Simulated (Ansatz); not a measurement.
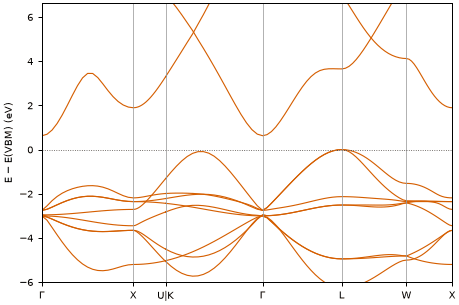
Figure. Band structure from the program Ansatz at the LDA level (PAW)

Task: Read off the gap and where the band edges lie.

Result: About 0.6 eV (0.63 eV by a search for the band edges); maximum at L, minimum at Γ.

The material is AgCl (rock salt, Fm-3m).

The cell was relaxed with LDA under the symmetry of its start; phonons on a q-mesh show no instability. The run is not spin-polarised. Spin–orbit coupling is left out wherever it is not named.

Potentials: the later of the program's two PAW sets.
